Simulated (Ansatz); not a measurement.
**Pt2I (element-swapped structure): how the settings move a single-point run**

Question: which choices in the input matter for Pt2I (element-swapped structure)?

Computed with Ansatz 0.2.0 (reference: DFT r2SCAN, plane waves, PAW, scalar-relativistic, no spin polarisation, unless a step's input says otherwise).

## 1. Starting point

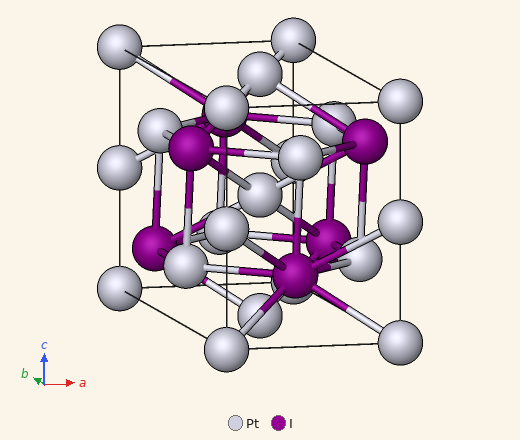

Start, viewed slightly off an axis; platinum light grey, iodine purple. Atoms on the faces are drawn again on the opposite ones. The cell drawn here is the conventional one.

Structure file:

```cif
data_structure
_symmetry_space_group_name_H-M 'P 1'
_symmetry_Int_Tables_number 1
_cell_length_a 6.1671
_cell_length_b 4.5373
_cell_length_c 5.7929
_cell_angle_alpha 66.944
_cell_angle_beta 90.000
_cell_angle_gamma 90.000
_cell_volume 149.15
loop_
_atom_site_label
_atom_site_type_symbol
_atom_site_fract_x
_atom_site_fract_y
_atom_site_fract_z
_atom_site_occupancy
Pt1 Pt 0.75000 0.62000 0.76000 1
Pt2 Pt 0.25000 0.38000 0.24000 1
Pt3 Pt 0.00000 0.00000 0.00000 1
Pt4 Pt 0.50000 0.00000 0.00000 1
I1 I 0.75000 0.33000 0.34000 1
I2 I 0.25000 0.67000 0.66000 1
```

## 2. The reference run

input.yaml reads:

```yaml
crystal:
  lattice:
    - [-6.167148, 0.0, 0.0]
    - [0.0, 0.0, 4.537259]
    - [0.0, 5.330178, 2.26863]
  atoms:
    - { symbol: Pt, position: [0.75, 0.62, 0.76] }
    - { symbol: Pt, position: [0.25, 0.38, 0.24] }
    - { symbol: Pt, position: [0.0, 0.0, 0.0] }
    - { symbol: Pt, position: [0.5, 0.0, 0.0] }
    - { symbol: I, position: [0.75, 0.33, 0.34] }
    - { symbol: I, position: [0.25, 0.67, 0.66] }
  symmetry: { tolerance: 0.0003 }
kpoints:
  mp_grid: { grid: [3, 4, 4], shift: [0, 0, 0] }
magnetization:
  spin_polarized: false
scf:
  occupations: { method: gaussian, width: 0.0916 }
hamiltonian:
  pseudopotentials: { kind: paw }
  xc: r2scan
basis:
  ecutwfc: 500
output:
  forces: true
  stress: true
  eigenvalues: true
```

On the command line:

```
> ansatz run input.yaml --threads 1 --pin off --max-ram 2560MiB --backend cpu --events-out ev --progress --plain --runs-dir out
```

Output, shortened:

```text
Warning: RAYON_NUM_THREADS=1 ignored (pool sized by the plan → 1); use --threads N
[...]
Pseudopotentials: kind: paw
Pseudopotential: Pt, paw, valence charge 18, recommended cutoff 500 eV (meta_gga), Pt.paw.azcp
Pseudopotential: I, paw, valence charge 17, recommended cutoff 500 eV (meta_gga), I.paw.azcp
Functional definition: r2SCAN
[...]
Crystal: 6 atoms, lattice volume = 149.149 Å³
Basis set: ecut = 500 eV, 3789 PW (Γ), exchange–correlation on 180×144×180 points (64 copies of the dense FFT grid, shifted against one another)
Bands: 64, of which v1, the nominal top of the filled ones, is band 53 counted from 1 (52 counted from 0)
Symmetry: 8 space group operations
Space group: Cmcm (ITA 63), of the structure as read, at distance tolerance 1.6e-3 Å
k-points: 14 of 48
[...]
SCF iter   1: F=—  HF=-65197.536253 eV  |F-HF|=—  |Δ(HF+E_count)|=         —  Δρ=1.60e-2  dr2=5.33e-1  dr2_τ=3.10e-2  ethr=1.77e-3  ⟨swp⟩=6.3  Hψ=3419  notcnv=0  defer=9
[...]
SCF iter   9: F=-65197.480517 eV  HF=-65197.480517 eV  |F-HF|=9.87e-9  |Δ(HF+E_count)|=   8.36e-8  Δρ=3.03e-6  dr2=2.96e-8  dr2_τ=6.81e-10  ethr=9.43e-11  ⟨swp⟩=11.1  Hψ=3923  notcnv=0
[...]
SCF converged after 9 iterations
Free energy (F): -65197.480517 eV
[...]
E sigma→0 (E₀):  -65197.458495 eV
Entropy (-TS):   -0.044044 eV (-7.341 meV/atom)
Fermi energy:    12.289362 eV
[...]
--- Forces (eV/Å), atoms counted from 1 ---
  atom   1  Pt     0.00000000     0.80010645     0.00000004
  atom   2  Pt     0.00000000    -0.80010645    -0.00000004
  atom   3  Pt     0.00000000     0.00000000     0.00000000
  atom   4  Pt    -0.00000000    -0.00000000    -0.00000000
  atom   5  I      0.00000000     0.13779128     0.00000001
  atom   6  I      0.00000000    -0.13779128    -0.00000001
[...]
--- Stress (GPa, compression-positive) ---
      -18.253551      -0.000000      -0.000000
       -0.000000     -11.739469       0.000000
        0.000000       0.000000     -20.186880
  P = ⅓ Tr σ = -16.7266 GPa (-167.266 kbar)
--- Band table (eV; the first three rows and the last of 14) ---
[...]
```

It took 9 s on 1 thread of Intel Xeon 6975P-C (Granite Rapids), shared host; peak memory 0.79 GiB.

## 3. A further run, with the input changed

Changes to input.yaml since step 2:

```diff
@@ -14,3 +14,3 @@
 kpoints:
-  mp_grid: { grid: [3, 4, 4], shift: [0, 0, 0] }
+  mp_grid: { grid: [1, 1, 1], shift: [0, 0, 0] }
 magnetization:
@@ -21,5 +21,6 @@
   pseudopotentials: { kind: paw }
-  xc: r2scan
+  xc: rpbe
 basis:
   ecutwfc: 500
+  ecutrho_ratio: 12
 output:
```

On the command line:

```
> ansatz run input.yaml --threads 1 --pin off --max-ram 2560MiB --backend cpu --events-out ev --progress --plain --runs-dir out
```

Output, shortened:

```text
Warning: RAYON_NUM_THREADS=1 ignored (pool sized by the plan → 1); use --threads N
[...]
Pseudopotentials: kind: paw
Pseudopotential: Pt, paw, valence charge 18, recommended cutoff 420 eV (normal), Pt.paw.azcp
Pseudopotential: I, paw, valence charge 17, recommended cutoff 420 eV (normal), I.paw.azcp
Functional definition: RPBE
[...]
Crystal: 6 atoms, lattice volume = 149.149 Å³
Basis set: ecut = 500 eV, 3789 PW (Γ), exchange–correlation on 160×120×150 points (8 copies of the dense FFT grid, shifted against one another)
Bands: 64, of which v1, the nominal top of the filled ones, is band 53 counted from 1 (52 counted from 0)
Symmetry: 8 space group operations
Space group: Cmcm (ITA 63), of the structure as read, at distance tolerance 1.6e-3 Å
k-points: 1
[...]
SCF iter   1: F=—  HF=-65185.528171 eV  |F-HF|=—  |Δ(HF+E_count)|=         —  Δρ=6.67e-2  dr2=1.05e1  ethr=1.77e-3  ⟨swp⟩=6.0  Hψ=240  notcnv=0  defer=1
[...]
SCF iter  13: F=-65183.753147 eV  HF=-65183.753147 eV  |F-HF|=1.11e-8  |Δ(HF+E_count)|=   1.97e-7  Δρ=7.96e-6  dr2=6.63e-8  ethr=9.43e-11  ⟨swp⟩=12.0  Hψ=272  notcnv=0
[...]
SCF converged after 13 iterations
Free energy (F): -65183.753147 eV
[...]
E sigma→0 (E₀):  -65183.678622 eV
Entropy (-TS):   -0.149050 eV (-24.842 meV/atom)
Fermi energy:    11.866713 eV
[...]
--- Forces (eV/Å), atoms counted from 1 ---
  atom   1  Pt     0.00000000    -0.46797958    -0.00000002
  atom   2  Pt     0.00000000     0.46797958     0.00000002
  atom   3  Pt     0.00000000     0.00000000     0.00000000
  atom   4  Pt     0.00000000     0.00000000    -0.00000000
  atom   5  I      0.00000000    -1.08114004    -0.00000005
  atom   6  I      0.00000000     1.08114004     0.00000005
[...]
--- Stress (GPa, compression-positive) ---
       -8.440127       0.000000      -0.000000
        0.000000      11.109674       0.000002
        0.000000       0.000002     -22.798283
  P = ⅓ Tr σ = -6.7096 GPa (-67.096 kbar)
--- Band table (eV) ---
[...]
```

It took 2.9 s on 1 thread of Intel Xeon 6975P-C (Granite Rapids), shared host; peak memory 0.68 GiB.

## 4. Can this result be trusted?

The program finished normally. That alone doesn't make the input a sound one.

The suspect setting: kpoints.mp_grid.grid is [1, 1, 1]. The zone is sampled at a single point, which suits only large cells or molecules.

The way back: set kpoints.mp_grid.grid to [3, 4, 4].

After a change of functional the difference of the totals has no physical meaning; the pressure goes from -16.7 to -6.7 GPa, the mesh shows a spacing of 0.07 eV at the Fermi level, which on a coarse mesh need not be a gap and the largest force goes from 0.80 to 1.08 eV/Å. The k-point mesh and numerical grids changed too. Cost: 13 SCF cycles against 9, 2.9 s against 9 s.

## 5. Changing settings: lower_state_search off, n_extra_bands 4

Changes to input.yaml since step 2:

```diff
@@ -19,2 +19,4 @@
   occupations: { method: gaussian, width: 0.0916 }
+  lower_state_search: "off"
+  n_extra_bands: 4
 hamiltonian:
```

On the command line:

```
> ansatz run input.yaml --threads 1 --pin off --max-ram 2560MiB --backend cpu --events-out ev --progress --plain --runs-dir out
```

Output, shortened:

```text
Warning: RAYON_NUM_THREADS=1 ignored (pool sized by the plan → 1); use --threads N
scf.n_extra_bands = 4 over 53 filled bands (N_el = 106.0): the run solves 57 bands
[...]
Pseudopotentials: kind: paw
Pseudopotential: Pt, paw, valence charge 18, recommended cutoff 500 eV (meta_gga), Pt.paw.azcp
Pseudopotential: I, paw, valence charge 17, recommended cutoff 500 eV (meta_gga), I.paw.azcp
Functional definition: r2SCAN
[...]
Crystal: 6 atoms, lattice volume = 149.149 Å³
Basis set: ecut = 500 eV, 3789 PW (Γ), exchange–correlation on 180×144×180 points (64 copies of the dense FFT grid, shifted against one another)
Bands: 57, of which v1, the nominal top of the filled ones, is band 53 counted from 1 (52 counted from 0)
Symmetry: 8 space group operations
Space group: Cmcm (ITA 63), of the structure as read, at distance tolerance 1.6e-3 Å
k-points: 14 of 48
[...]
SCF iter   9: F=-65197.480517 eV  HF=-65197.480517 eV  |F-HF|=7.84e-9  |Δ(HF+E_count)|=   7.04e-8  Δρ=2.93e-6  dr2=2.73e-8  dr2_τ=5.61e-10  ethr=9.43e-11  ⟨swp⟩=5.4  Hψ=3109  notcnv=0
[...]
SCF converged after 9 iterations
Free energy (F): -65197.480517 eV
[...]
E sigma→0 (E₀):  -65197.458495 eV
Entropy (-TS):   -0.044043 eV (-7.341 meV/atom)
Fermi energy:    12.289364 eV
[...]
--- Forces (eV/Å), atoms counted from 1 ---
  atom   1  Pt     0.00000000     0.80010496     0.00000004
  atom   2  Pt     0.00000000    -0.80010496    -0.00000004
  atom   3  Pt     0.00000000    -0.00000000     0.00000000
  atom   4  Pt     0.00000000     0.00000000     0.00000000
  atom   5  I      0.00000000     0.13779537     0.00000001
  atom   6  I      0.00000000    -0.13779537    -0.00000001
[...]
--- Stress (GPa, compression-positive) ---
      -18.253543      -0.000000       0.000000
       -0.000000     -11.739470       0.000000
        0.000000       0.000000     -20.186884
  P = ⅓ Tr σ = -16.7266 GPa (-167.266 kbar)
--- Band table (eV; the first three rows and the last of 14) ---
[...]
```

It took 9.7 s on 1 thread of Intel Xeon 6975P-C (Granite Rapids), shared host; peak memory 0.79 GiB.

The changed input (search for lower states and band count) leaves the energy the same to the digits printed.

## 6. Changing settings: chi_scale 0.1, lower_state_search light

Changes to input.yaml since step 2:

```diff
@@ -19,2 +19,4 @@
   occupations: { method: gaussian, width: 0.0916 }
+  initial_density: { chi_scale: 0.1 }
+  lower_state_search: light
 hamiltonian:
```

On the command line:

```
> ansatz run input.yaml --threads 1 --pin off --max-ram 2560MiB --backend cpu --events-out ev --progress --plain --runs-dir out
```

Output, shortened:

```text
Warning: RAYON_NUM_THREADS=1 ignored (pool sized by the plan → 1); use --threads N
[...]
Pseudopotentials: kind: paw
Pseudopotential: Pt, paw, valence charge 18, recommended cutoff 500 eV (meta_gga), Pt.paw.azcp
Pseudopotential: I, paw, valence charge 17, recommended cutoff 500 eV (meta_gga), I.paw.azcp
Functional definition: r2SCAN
[...]
Crystal: 6 atoms, lattice volume = 149.149 Å³
Basis set: ecut = 500 eV, 3789 PW (Γ), exchange–correlation on 180×144×180 points (64 copies of the dense FFT grid, shifted against one another)
Bands: 64, of which v1, the nominal top of the filled ones, is band 53 counted from 1 (52 counted from 0)
Symmetry: 8 space group operations
Space group: Cmcm (ITA 63), of the structure as read, at distance tolerance 1.6e-3 Å
k-points: 14 of 48
[...]
SCF iter   1: F=—  HF=-65200.760578 eV  |F-HF|=—  |Δ(HF+E_count)|=         —  Δρ=5.89e-2  dr2=1.71e1  dr2_τ=2.63e-1  ethr=3.10e-3  ⟨swp⟩=6.0  Hψ=3137  notcnv=0  defer=5
[...]
SCF iter  11: F=-65197.480517 eV  HF=-65197.480517 eV  |F-HF|=1.35e-8  |Δ(HF+E_count)|=   9.71e-8  Δρ=5.12e-6  dr2=4.98e-8  dr2_τ=7.93e-9  ethr=9.43e-11  ⟨swp⟩=12.1  Hψ=4124  notcnv=0
[...]
SCF converged after 11 iterations
Free energy (F): -65197.480517 eV
[...]
E sigma→0 (E₀):  -65197.458495 eV
Entropy (-TS):   -0.044042 eV (-7.340 meV/atom)
Fermi energy:    12.289287 eV
[...]
--- Forces (eV/Å), atoms counted from 1 ---
  atom   1  Pt     0.00000000     0.80010372     0.00000004
  atom   2  Pt     0.00000000    -0.80010372    -0.00000004
  atom   3  Pt     0.00000000     0.00000000     0.00000000
  atom   4  Pt    -0.00000000     0.00000000     0.00000000
  atom   5  I      0.00000000     0.13780759     0.00000001
  atom   6  I      0.00000000    -0.13780759    -0.00000001
[...]
--- Stress (GPa, compression-positive) ---
      -18.253143      -0.000000      -0.000000
       -0.000000     -11.739507       0.000000
        0.000000       0.000000     -20.186852
  P = ⅓ Tr σ = -16.7265 GPa (-167.265 kbar)
--- Band table (eV; the first three rows and the last of 14) ---
[...]
```

Wall time 11 s (1 thread of Intel Xeon 6975P-C (Granite Rapids), shared host); peak memory 0.78 GiB.

The changed input (start and search for lower states) leaves the energy the same to the digits printed. Cost: 11 SCF cycles against 9.

## 7. Changed: xc_grid 3

Changes to input.yaml since step 2:

```diff
@@ -24,2 +24,3 @@
   ecutwfc: 500
+  xc_grid: 3
 output:
```

On the command line:

```
> ansatz run input.yaml --threads 1 --pin off --max-ram 2560MiB --backend cpu --events-out ev --progress --plain --runs-dir out
```

Output, shortened:

```text
Warning: RAYON_NUM_THREADS=1 ignored (pool sized by the plan → 1); use --threads N
[...]
Pseudopotentials: kind: paw
Pseudopotential: Pt, paw, valence charge 18, recommended cutoff 500 eV (meta_gga), Pt.paw.azcp
Pseudopotential: I, paw, valence charge 17, recommended cutoff 500 eV (meta_gga), I.paw.azcp
Functional definition: r2SCAN
[...]
Crystal: 6 atoms, lattice volume = 149.149 Å³
Basis set: ecut = 500 eV, 3789 PW (Γ), exchange–correlation on 135×108×135 points (27 copies of the dense FFT grid, shifted against one another)
Bands: 64, of which v1, the nominal top of the filled ones, is band 53 counted from 1 (52 counted from 0)
Symmetry: 8 space group operations
Space group: Cmcm (ITA 63), of the structure as read, at distance tolerance 1.6e-3 Å
k-points: 14 of 48
[...]
SCF iter   1: F=—  HF=-65197.536254 eV  |F-HF|=—  |Δ(HF+E_count)|=         —  Δρ=1.60e-2  dr2=5.33e-1  dr2_τ=3.10e-2  ethr=1.77e-3  ⟨swp⟩=6.3  Hψ=3419  notcnv=0  defer=9
[...]
SCF iter   9: F=-65197.480516 eV  HF=-65197.480516 eV  |F-HF|=9.84e-9  |Δ(HF+E_count)|=   8.36e-8  Δρ=3.03e-6  dr2=2.96e-8  dr2_τ=6.79e-10  ethr=9.43e-11  ⟨swp⟩=11.1  Hψ=3923  notcnv=0
[...]
SCF converged after 9 iterations
Free energy (F): -65197.480516 eV
[...]
E sigma→0 (E₀):  -65197.458494 eV
Entropy (-TS):   -0.044044 eV (-7.341 meV/atom)
Fermi energy:    12.289362 eV
[...]
--- Forces (eV/Å), atoms counted from 1 ---
  atom   1  Pt     0.00000000     0.80010638     0.00000004
  atom   2  Pt     0.00000000    -0.80010638    -0.00000004
  atom   3  Pt     0.00000000     0.00000000     0.00000000
  atom   4  Pt    -0.00000000     0.00000000     0.00000000
  atom   5  I      0.00000000     0.13779123     0.00000001
  atom   6  I      0.00000000    -0.13779123    -0.00000001
[...]
--- Stress (GPa, compression-positive) ---
      -18.253552      -0.000000       0.000000
       -0.000000     -11.739470       0.000000
        0.000000       0.000000     -20.186881
  P = ⅓ Tr σ = -16.7266 GPa (-167.266 kbar)
--- Band table (eV; the first three rows and the last of 14) ---
[...]
```

It took 8 s on 1 thread of Intel Xeon 6975P-C (Granite Rapids), shared host; peak memory 0.62 GiB.

Changing the numerical grids leaves the energy as it was (0.0 meV/atom).

## 8. Side by side

| run | ending | energy change | pressure (GPa) | gap (eV) | force (eV/Å) | cycles | time |
| --- | --- | --- | --- | --- | --- | --- | --- |
| reference | converged | 0 | -16.7 | 0.00 | 0.80 | 9 | 9 s |
| 1: mp_grid.grid [1, 1, 1], xc rpbe, ecutrho_ratio 12 | converged | not comparable | -6.7 | 0.07 | 1.08 | 13 | 2.9 s |
| 2: lower_state_search off, n_extra_bands 4 | converged | 0.0 meV/atom | -16.7 | 0.00 | 0.80 | 9 | 9.7 s |
| 3: chi_scale 0.1, lower_state_search light | converged | 0.0 meV/atom | -16.7 | 0.00 | 0.80 | 11 | 11 s |
| 4: xc_grid 3 | converged | 0.0 meV/atom | -16.7 | 0.00 | 0.80 | 9 | 8 s |

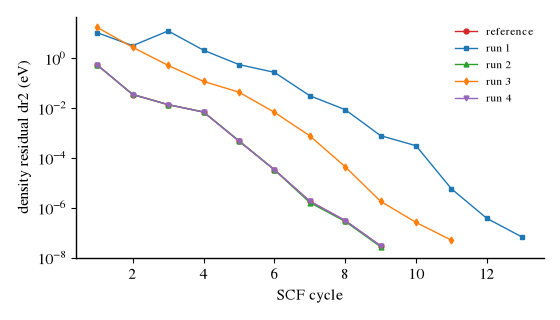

Residual by cycle in the longest SCF loop of each run; runs are numbered as in the table.

Of the converged runs whose energies compare with the reference's, none moves it noticeably. Of the variants the dearest is «chi_scale 0.1, lower_state_search light» (11 s), the cheapest «mp_grid.grid [1, 1, 1], xc rpbe, ecutrho_ratio 12» (2.9 s), on a shared host. The structure is not at rest: the sound run finds -17 GPa, so these are no properties of the relaxed crystal. 

Caveats on the reference run: it is run without spin, though an odd electron count or open d shells could carry moments; its mesh is coarse for a cell with so small a gap or none; the structure is made up and not relaxed.
